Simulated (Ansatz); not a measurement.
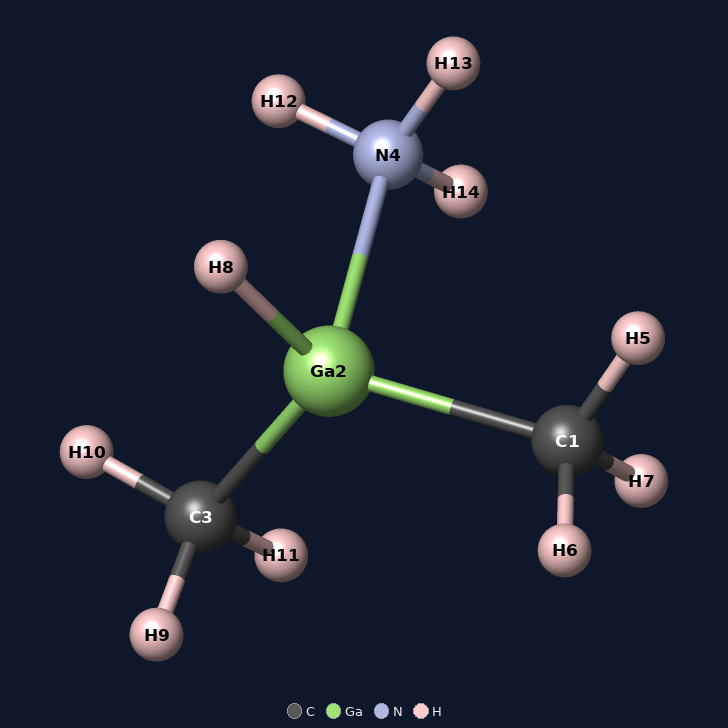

Sticks follow a distance rule. Harmonic vibrations computed with RKS PBE0-D4/def2-TZVP (Ansatz 0.2.0) at a stationary point of the same level.

Minimum or transition state?

A minimum: no imaginary frequency, and the lowest mode lies at 70 cm⁻¹.

How many vibrational modes are there, and where do they lie?

36 modes: 70, 102, 105, 127, 140, 150, 309, 448, 501, 537, 551, 569, 664, 686, 737, 755, 757, 1187, 1218, 1222, 1449, 1455, 1456, 1461, 1654, 1656, 1870, 3034, 3034, 3112, 3113, 3117, 3117, 3498, 3623, 3624 cm⁻¹.
